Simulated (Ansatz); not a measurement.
The starting structures come from a database of crystals and need not be the phases stable at ambient conditions.

 Where the default PAW files enter, the runs use the earlier of Ansatz's two default sets.

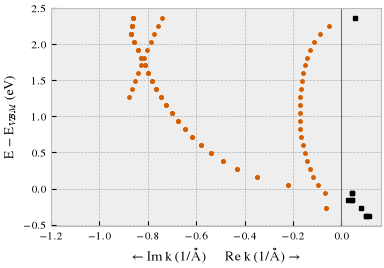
Figure. Complex bands at the centre of the two-dimensional zone; PBEsol in Ansatz (a quantum-chemistry and plane-wave program)

No gap correction and no spin-orbit coupling; mid-gap values are interpolated between computed energies.

Problem. This is CdI$_{2}$ (P-3m1, not sure to be the ambient phase, 9 atoms a cell, 35.5 Å³ an atom) along the normal of (001). Read off the slowest decay at the centre of the two-dimensional zone at 1.04 eV, the computed energy nearest the middle of the gap.

Solution. κ ≈ 0.17 1/Å, a decay length 1/(2κ) of the density of 2.9 Å.
